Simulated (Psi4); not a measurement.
**Single-point calculation, with input and output: Si$_{2}$H$_{3}$F$_{3}$ (charge −1) (part 2 of 2)**

Continued. System: Si$_{2}$H$_{3}$F$_{3}$, charge −1, multiplicity 2. Method: MN15/pcseg-3, UKS (Psi4 1.11). The geometry is that of the parent species in another charge or spin state. The geometry comes from this level: PBE0-D4/def2-TZVP.

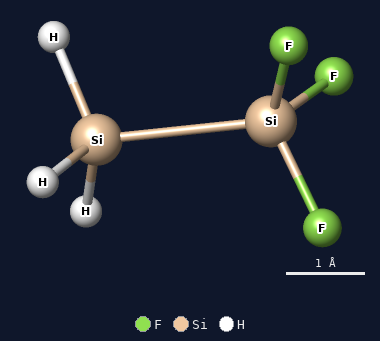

Fig. 1: The structure (ball-and-stick view, seen at a tilt).

**The program's output, continued**
```
     316A      8.590687   317A      8.594040   318A      8.778736
     319A      8.788318   320A      8.792063   321A      8.949113
     322A      8.981698   323A      8.985843   324A      9.030517
     325A      9.037915   326A      9.047205   327A      9.067234
     328A      9.078476   329A      9.111554   330A      9.115215
     331A      9.127955   332A      9.144139   333A      9.144849
     334A      9.152946   335A      9.228860   336A      9.232286
     337A      9.243196   338A      9.246841   339A      9.353148
     340A      9.580425   341A      9.603926   342A      9.650679
     343A      9.781237   344A      9.781633   345A      9.919608
     346A      9.922826   347A      9.953007   348A     11.275956
     349A     11.286780   350A     11.288527   351A     11.295787
     352A     11.300486   353A     11.322309   354A     11.410882
     355A     11.497343   356A     11.501748   357A     11.540968
     358A     11.641413   359A     11.647133   360A     11.655421
     361A     12.002918   362A     12.006709   363A     12.010033
     364A     12.096230   365A     12.098605   366A     12.182526
     367A     12.183056   368A     12.188415   369A     13.483442
     370A     13.832928   371A     15.682916   372A     15.683532
     373A     15.696873   374A     15.697878   375A     16.011520
     376A     16.074702   377A     16.296620   378A     16.300817
     379A     16.318963   380A     16.323227   381A     18.413023
     382A     18.414385   383A     18.458545   384A     18.503157
     385A     18.516272   386A     18.566744   387A     18.584053
     388A     18.612408   389A     18.654925   390A     26.082586
     391A     26.097357   392A     26.102837   393A     26.109460
     394A     26.114440   395A     26.133175   396A     26.248463
     397A     26.252586   398A     26.269155   399A     26.351873
     400A     26.351983   401A     26.423122   402A     26.509210
     403A     26.514222   404A     26.537538   405A     53.354358
     406A     53.444878   407A     53.450169

    Beta Occupied:

       1A    -65.186335     2A    -65.112883     3A    -24.132123
       4A    -24.123144     5A    -24.123016     6A     -5.052643
       7A     -4.988571     8A     -3.578952     9A     -3.576998
      10A     -3.575574    11A     -3.512731    12A     -3.512022
      13A     -3.511103    14A     -1.094492    15A     -1.067049
      16A     -1.061135    17A     -0.469071    18A     -0.407391
      19A     -0.406077    20A     -0.402372    21A     -0.367227
      22A     -0.357095    23A     -0.354534    24A     -0.332912
      25A     -0.326713    26A     -0.313065    27A     -0.218877
      28A     -0.210852    29A     -0.160513

    Beta Virtual:

      30A      0.173416    31A      0.179528    32A      0.188625
      33A      0.191975    34A      0.206812    35A      0.222090
      36A      0.224427    37A      0.232893    38A      0.233812
      39A      0.281802    40A      0.284643    41A      0.289330
      42A      0.339898    43A      0.347908    44A      0.351569
      45A      0.358426    46A      0.397420    47A      0.400770
      48A      0.413672    49A      0.422477    50A      0.424558
      51A      0.443188    52A      0.455892    53A      0.485202
      54A      0.487448    55A      0.488675    56A      0.523843
      57A      0.539735    58A      0.541201    59A      0.557714
      60A      0.565731    61A      0.567714    62A      0.585812
      63A      0.587210    64A      0.593338    65A      0.631457
      66A      0.633107    67A      0.656375    68A      0.685704
      69A      0.689045    70A      0.693264    71A      0.721216
      72A      0.743106    73A      0.746884    74A      0.778552
      75A      0.779192    76A      0.812207    77A      0.813406
      78A      0.831818    79A      0.887427    80A      0.889512
      81A      0.897724    82A      0.965969    83A      1.069066
      84A      1.071782    85A      1.074956    86A      1.080835
      87A      1.129718    88A      1.131429    89A      1.144892
      90A      1.145592    91A      1.191344    92A      1.194445
      93A      1.213455    94A      1.218558    95A      1.221506
      96A      1.250723    97A      1.282178    98A      1.283080
      99A      1.292424   100A      1.296977   101A      1.309047
     102A      1.322537   103A      1.335905   104A      1.337951
     105A      1.354143   106A      1.354980   107A      1.370186
     108A      1.378207   109A      1.401573   110A      1.408468
     111A      1.414917   112A      1.430524   113A      1.435476
     114A      1.446451   115A      1.517600   116A      1.521126
     117A      1.538227   118A      1.560242   119A      1.560885
     120A      1.572631   121A      1.581606   122A      1.585003
     123A      1.607091   124A      1.638485   125A      1.732421
     126A      1.739206   127A      1.775117   128A      1.848431
     129A      1.852298   130A      1.861361   131A      1.887735
     132A      1.890464   133A      1.922972   134A      1.949317
     135A      1.973639   136A      1.978410   137A      1.998181
     138A      2.045324   139A      2.045475   140A      2.063903
     141A      2.126043   142A      2.128480   143A      2.140839
     144A      2.192370   145A      2.198266   146A      2.206068
     147A      2.231712   148A      2.237325   149A      2.259759
     150A      2.318262   151A      2.321248   152A      2.342161
     153A      2.350773   154A      2.407201   155A      2.499212
     156A      2.591272   157A      2.604775   158A      2.643482
     159A      2.660716   160A      2.667062   161A      2.697956
     162A      2.739757   163A      2.751683   164A      2.755609
     165A      2.787401   166A      2.794694   167A      2.818926
     168A      2.828643   169A      2.879032   170A      2.883303
     171A      2.919784   172A      2.921329   173A      3.002666
     174A      3.026379   175A      3.032540   176A      3.147230
     177A      3.160614   178A      3.169760   179A      3.171852
     180A      3.192097   181A      3.193462   182A      3.211871
     183A      3.306518   184A      3.321719   185A      3.327305
     186A      3.393034   187A      3.400795   188A      3.402068
     189A      3.456344   190A      3.462814   191A      3.568354
     192A      3.574020   193A      3.635997   194A      3.649496
     195A      3.723466   196A      3.725951   197A      3.726236
     198A      3.742165   199A      3.809263   200A      3.841187
     201A      3.850581   202A      3.851267   203A      3.853017
     204A      3.866895   205A      3.871654   206A      3.872141
     207A      3.895730   208A      3.898165   209A      3.946521
     210A      3.951515   211A      3.989140   212A      4.108798
     213A      4.145427   214A      4.185394   215A      4.187858
     216A      4.256029   217A      4.259491   218A      4.271251
     219A      4.298702   220A      4.301928   221A      4.305399
     222A      4.358149   223A      4.362684   224A      4.376441
     225A      4.382601   226A      4.387640   227A      4.429133
     228A      4.434195   229A      4.440417   230A      4.502061
     231A      4.527464   232A      4.538011   233A      4.539479
     234A      4.560615   235A      4.574865   236A      4.579371
     237A      4.654266   238A      4.676576   239A      4.686116
     240A      4.689913   241A      4.738155   242A      4.740468
     243A      4.835097   244A      4.858240   245A      4.873348
     246A      4.927716   247A      4.976552   248A      4.979195
     249A      4.998588   250A      5.053280   251A      5.062948
     252A      5.127411   253A      5.206373   254A      5.207117
     255A      5.234719   256A      5.288930   257A      5.288955
     258A      5.335353   259A      5.356655   260A      5.358420
     261A      5.452545   262A      5.457255   263A      5.520375
     264A      5.558871   265A      5.618591   266A      5.622006
     267A      5.888763   268A      6.260917   269A      6.270611
     270A      7.358253   271A      7.360581   272A      7.401937
     273A      7.435615   274A      7.450284   275A      7.466994
     276A      7.470312   277A      7.522150   278A      7.527646
     279A      7.563475   280A      7.622827   281A      7.623000
     282A      7.627571   283A      7.705540   284A      7.715587
     285A      8.152403   286A      8.160254   287A      8.162359
     288A      8.176131   289A      8.177479   290A      8.181604
     291A      8.182666   292A      8.190309   293A      8.191348
     294A      8.191709   295A      8.192121   296A      8.219104
     297A      8.250985   298A      8.284586   299A      8.295511
     300A      8.296022   301A      8.331695   302A      8.331818
     303A      8.362175   304A      8.366823   305A      8.381731
     306A      8.393198   307A      8.399746   308A      8.402976
     309A      8.426422   310A      8.428213   311A      8.444245
     312A      8.486423   313A      8.517509   314A      8.520737
     315A      8.573764   316A      8.590108   317A      8.592462
     318A      8.775581   319A      8.788789   320A      8.792461
     321A      8.946526   322A      8.979832   323A      8.984879
     324A      8.999513   325A      9.007955   326A      9.009947
     327A      9.050769   328A      9.051391   329A      9.073552
     330A      9.077801   331A      9.087861   332A      9.095945
     333A      9.097110   334A      9.153016   335A      9.173864
     336A      9.180469   337A      9.235324   338A      9.241055
     339A      9.307351   340A      9.536803   341A      9.538645
     342A      9.583173   343A      9.706809   344A      9.713507
     345A      9.857714   346A      9.859979   347A      9.863579
     348A     11.276314   349A     11.287208   350A     11.288881
     351A     11.296132   352A     11.301067   353A     11.322764
     354A     11.411107   355A     11.496369   356A     11.501586
     357A     11.541484   358A     11.641286   359A     11.647057
     360A     11.655577   361A     12.000510   362A     12.006014
     363A     12.009042   364A     12.094482   365A     12.097623
     366A     12.181467   367A     12.181587   368A     12.187763
     369A     13.469605   370A     13.829144   371A     15.682954
     372A     15.684058   373A     15.695703   374A     15.696317
     375A     16.004518   376A     16.066434   377A     16.301014
     378A     16.303472   379A     16.322953   380A     16.325502
     381A     18.370879   382A     18.378393   383A     18.472804
     384A     18.493051   385A     18.502614   386A     18.552892
     387A     18.581596   388A     18.584305   389A     18.588140
     390A     26.089141   391A     26.103160   392A     26.109814
     393A     26.116504   394A     26.120902   395A     26.140357
     396A     26.251967   397A     26.255834   398A     26.272835
     399A     26.352172   400A     26.359238   401A     26.426174
     402A     26.510486   403A     26.517220   404A     26.540099
     405A     53.356206   406A     53.446419   407A     53.452194

    Final Occupation by Irrep:
              A
    DOCC [    29 ]
    SOCC [     1 ]
    NA   [    30 ]
    NB   [    29 ]

  @DF-UKS Final Energy:  -880.27966192136864

   => Energetics <=

    Nuclear Repulsion Energy =            316.5165101828881120
    One-Electron Energy =               -1863.9725773381749150
    Two-Electron Energy =                 709.7284397516052650
    DFT Exchange-Correlation Energy =     -42.5520345176872112
    Empirical Dispersion Energy =           0.0000000000000000
    VV10 Nonlocal Energy =                  0.0000000000000000
    Total Energy =                       -880.2796619213686427

  UHF NO Occupations:
  HONO-2 :   28  A 1.9997973
  HONO-1 :   29  A 1.9996899
  HONO-0 :   30  A 1.0000000
  LUNO+0 :   31  A 0.0003101
  LUNO+1 :   32  A 0.0002027
  LUNO+2 :   33  A 0.0001766
  LUNO+3 :   34  A 0.0001147

Computation Completed

Properties will be evaluated at   0.000000,   0.000000,   0.000000 [a0]

Properties computed using the SCF density matrix

 Multipole Moments:

 ------------------------------------------------------------------------------------
     Multipole            Electronic (a.u.)      Nuclear  (a.u.)        Total (a.u.)
 ------------------------------------------------------------------------------------

 L = 1.  Multiply by 2.5417464519 to convert [e a0] to [Debye]
 Dipole X            :          5.2299081           -4.4727140            0.7571941
 Dipole Y            :         -9.3879697            8.4126748           -0.9752949
 Dipole Z            :          1.7368745           -1.1586391            0.5782354
 Magnitude           :                                                    1.3634145

 ------------------------------------------------------------------------------------

	total time  =        712 seconds =      11.87 minutes
```

**Standard output**
```
total energy -880.27966192 hartree = -23953.62967 eV
```

This output came from the following input.

**The input (calc.py)**
```python
import psi4

psi4.set_memory(1600000000)
psi4.set_num_threads(1)
psi4.set_output_file('output.dat', False)

geom = psi4.geometry("""
-1 2
F      1.310500    -1.060500     1.504800
Si     0.534400    -0.990500     0.128500
F     -0.479300    -2.204500     0.107900
F      1.595600    -1.255900    -1.013900
Si    -0.550700     1.050400    -0.152600
H     -1.525600     1.227900     0.951900
H      0.460600     2.135800    -0.122800
H     -1.253300     1.040400    -1.459500
symmetry c1
""")

options = {'basis': 'pcseg-3', 'reference': 'uks', 'puream': True, 'scf_type': 'df', 'dft_radial_points': 99, 'dft_spherical_points': 590, 'maxiter': 100}
psi4.set_options(options)

e_tot = psi4.energy('mn15')
print(f'total energy {e_tot:.8f} hartree = {e_tot * 27.211386:.5f} eV')
```

Run as:
```bash
python calc.py
```

**Key numbers**

| quantity | value |
| --- | --- |
| outcome | converged |
| total energy | −880.279662 hartree |
| basis functions | 407 |
| ⟨S²⟩ | 0.752 |
| hardware | 1 thread of Intel Xeon (Sapphire Rapids), 16 GiB of memory available, shared host |
| wall time | 12 min |
| peak memory | 1.5 GiB |

**Notes**

Further notes kept with the run: unbound anion.
